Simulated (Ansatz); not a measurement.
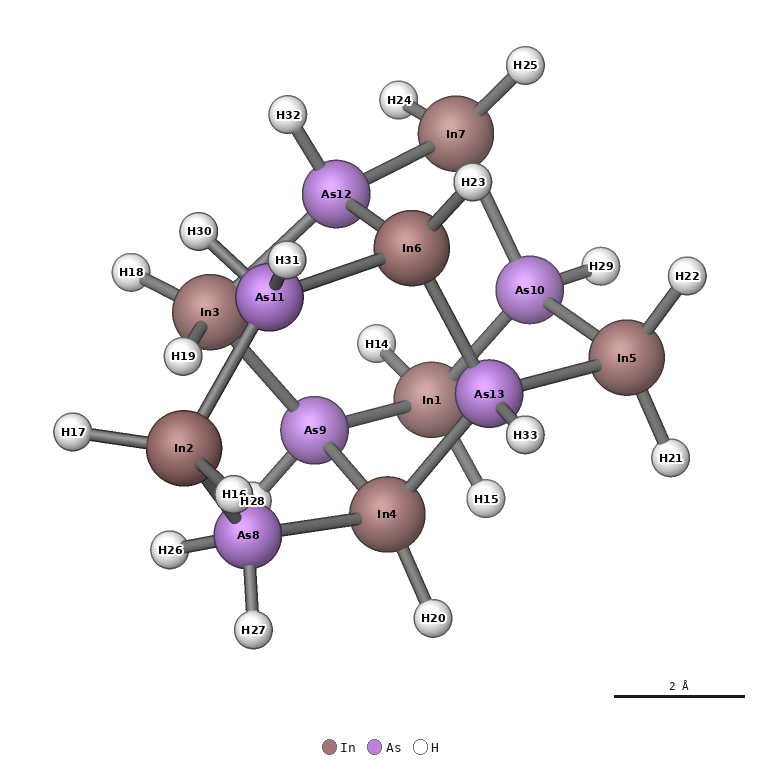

*The structure (ball-and-stick view, seen at a tilt; atoms are numbered from 1 in the order of the input). Sticks mark near contacts.*

Bond lengths as drawn: As–H 1.53 to 1.54 Å, As–In 2.63 to 2.77 Å and H–In 1.75 to 1.77 Å.

# In7As6H20 (charge −1): single-point calculation

In7As6H20 (In7As6 zinc blende off sphere), charge −1, computed with RKS PBE0-D4/def2-SVP (Ansatz 0.2.0).

The geometry comes from this level: PBE-D4/def2-SVP.

The program's output:
```
Functional definition: PBE0
  name "PBE0"
  cite "Adamo & Barone, J. Chem. Phys. 110, 6158 (1999) doi:10.1063/1.478522"
  cite "Perdew, Burke & Ernzerhof, Phys. Rev. Lett. 77, 3865 (1996) doi:10.1103/PhysRevLett.77.3865"
  parent pbe
  parameter a = 0.25
  parameter kappa = 0.804
  parameter beta = 0.06672455060314922
  exchange = (1 - a)*pbe_x(kappa = kappa, mu = beta*pi^2/3) + a*exact_x
  correlation = pbe_c(beta = beta)
these checks for a lower state are left out or cut short: starts
3482 factors; integrals over basis functions are off by at most 3.6e-1 eV
mean field evaluation 1: about -401508.4923 eV, gradient 1.5e1 eV
mean field evaluation 2: about -401509.0181 eV, gradient 5.4e-1 eV
mean field evaluation 4: about -401509.0346 eV, gradient 2.2e-3 eV
mean field -401509.03455747 eV, -14755.1848673886 hartree, gradient 2.3e-5 eV, S^2 0.000000; 0 other end points of the search recorded, 0 dependent functions left out
reference -401509.03464772 eV, -14755.1848707054 hartree; 183, 183 occupied and 291, 291 virtual orbitals, 3482 factors
Total energy: -401510.96357194 eV, -14755.2557573630 hartree
Checks for a lower state left out: starts
```

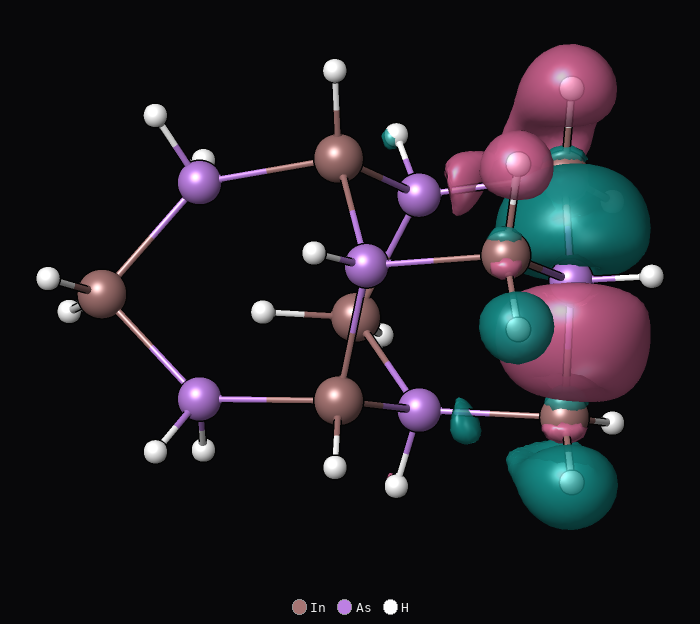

*The HOMO at ±0.08 Å⁻³ᐟ² (teal and pink are the two phases), seen at a tilt.*

By Hirshfeld shares it lies mainly on As10 (40 %), In1 (15 %) and In7 (15 %). Its energy is −4.03 eV.

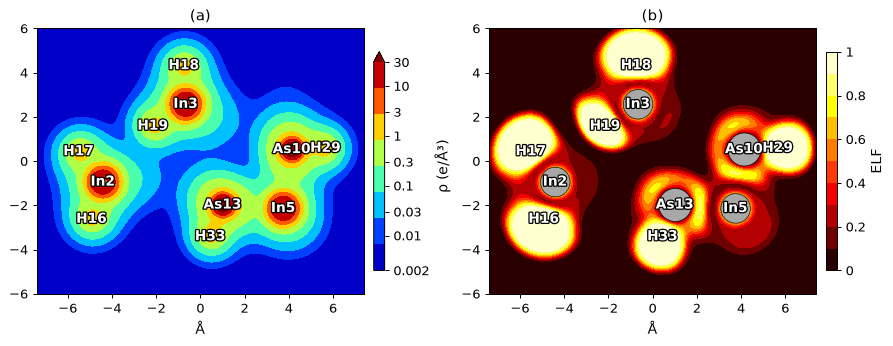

*(a) total electron density; (b) electron localisation function on the plane of atoms As10, In5 and As13. Grey discs, where drawn, cover atomic cores.*

The section cuts through In, As and H sites. As–H (1.54 Å): ρ is about 1.1 e/Å³ halfway, with its minimum of 0.95 e/Å³ about 0.9 Å from As; the ELF climbs to about 1 towards the hydrogen, as it does in any bond to H. In–H (1.75 Å): ρ at the midpoint is about 1.1 e/Å³, with its minimum of 0.65 e/Å³ about 1.1 Å from In; the ELF climbs to about 1 towards the hydrogen.

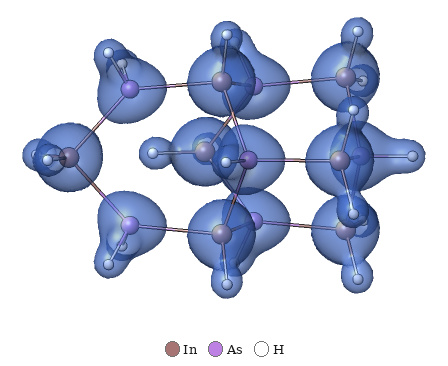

*Isosurface of the electron density at 0.5 e/Å³ (blue), seen face on.*

At this value the surface falls into 13 separate pieces. It is pinched off along the In–As (2.63 Å), In–As (2.69 Å) and In–As (2.73 Å) contacts. On the grid the lowest density along these lines, outside the cores, is 0.41 e/Å³ (In–As, 2.63 Å), 0.98 e/Å³ (As–H, 1.53 Å), 0.36 e/Å³ (In–As, 2.69 Å) and 0.32 e/Å³ (In–As, 2.73 Å).

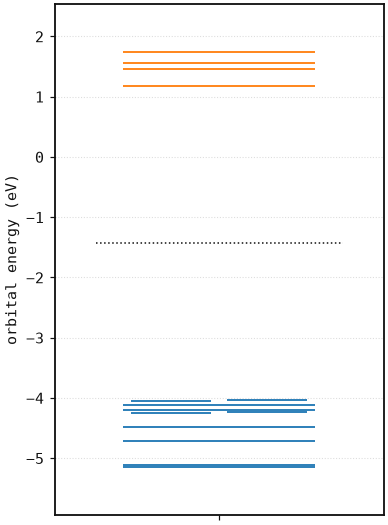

*Orbital energies near the frontier; the dotted line parts filled from empty levels, and levels within 0.02 eV of each other stand side by side.*

Highest filled −4.03 eV, lowest empty 1.18 eV, 5.21 eV apart.

The run was set up as follows.

The input:
```yaml
crystal:
  periodic: [false, false, false]
  atoms:
    - {symbol: In, position_ang: [0.885752, -4.080906, 0.781273]}
    - {symbol: In, position_ang: [-3.080054, 3.079607, -2.363537]}
    - {symbol: In, position_ang: [0.552299, -0.551406, -2.539425]}
    - {symbol: In, position_ang: [-2.242507, -0.956270, 0.595403]}
    - {symbol: In, position_ang: [0.700717, -0.702478, 3.911407]}
    - {symbol: In, position_ang: [0.954423, 2.243772, 0.596903]}
    - {symbol: In, position_ang: [4.079737, -0.885634, 0.782247]}
    - {symbol: As, position_ang: [-3.432119, 0.575763, -1.376592]}
    - {symbol: As, position_ang: [-0.497605, -2.339218, -0.809487]}
    - {symbol: As, position_ang: [2.155034, -2.156083, 2.169392]}
    - {symbol: As, position_ang: [-0.576131, 3.432247, -1.376697]}
    - {symbol: As, position_ang: [2.338158, 0.499107, -0.807635]}
    - {symbol: As, position_ang: [-0.678828, 0.677835, 1.993340]}
    - {symbol: H, position_ang: [2.013645, -4.937565, -0.250114]}
    - {symbol: H, position_ang: [-0.316428, -4.883706, 1.774541]}
    - {symbol: H, position_ang: [-4.124938, 4.125992, -1.423500]}
    - {symbol: H, position_ang: [-3.009571, 3.009755, -4.105742]}
    - {symbol: H, position_ang: [1.335313, -1.331006, -3.895282]}
    - {symbol: H, position_ang: [-0.688572, 0.690461, -2.762321]}
    - {symbol: H, position_ang: [-3.583913, -1.654823, 1.475544]}
    - {symbol: H, position_ang: [-0.465536, -1.719742, 4.734480]}
    - {symbol: H, position_ang: [1.718021, 0.463046, 4.735473]}
    - {symbol: H, position_ang: [1.652811, 3.585539, 1.476619]}
    - {symbol: H, position_ang: [4.936691, -2.011539, -0.251090]}
    - {symbol: H, position_ang: [4.882956, 0.316303, 1.775539]}
    - {symbol: H, position_ang: [-3.487804, -0.334784, -2.602699]}
    - {symbol: H, position_ang: [-4.937331, 0.496426, -1.081745]}
    - {symbol: H, position_ang: [-1.461517, -3.176559, -1.660718]}
    - {symbol: H, position_ang: [2.997579, -2.996660, 3.139166]}
    - {symbol: H, position_ang: [0.334545, 3.485802, -2.602825]}
    - {symbol: H, position_ang: [-0.495553, 4.937739, -1.083572]}
    - {symbol: H, position_ang: [3.177299, 1.462750, -1.657384]}
    - {symbol: H, position_ang: [-1.636574, 1.636204, 2.709048]}
basis:
  gaussian: {orbitals: def2-SVP, fitting: {mean_field: def2-universal-jkfit}, initial_orbitals: start.molden}
total_charge: -1
hamiltonian: {xc: pbe0, dispersion: d4}
scf: {omitted_lower_state_checks: [starts]}
output: {orbitals: {seedname: orbitals}}
```

Launch command:
```bash
ansatz run in.yaml --threads 2 --pin off --events-out ev --progress --plain --max-ram 22528MiB --backend cuda --devices 0, --max-vram 18GiB
```

Results in brief:

- outcome: converged
- total energy: −401510.9636 eV
- mean-field energy: −401509.0346 eV
- dispersion energy: −1.9289 eV
- SCF solution under orbital rotations: stable
- HOMO: −4.03 eV
- LUMO: 1.18 eV
- hardware: 2 CPU threads, shared host
- wall time: 3.4 s (CPU time 4.8 s)
- peak memory: 1.1 GiB
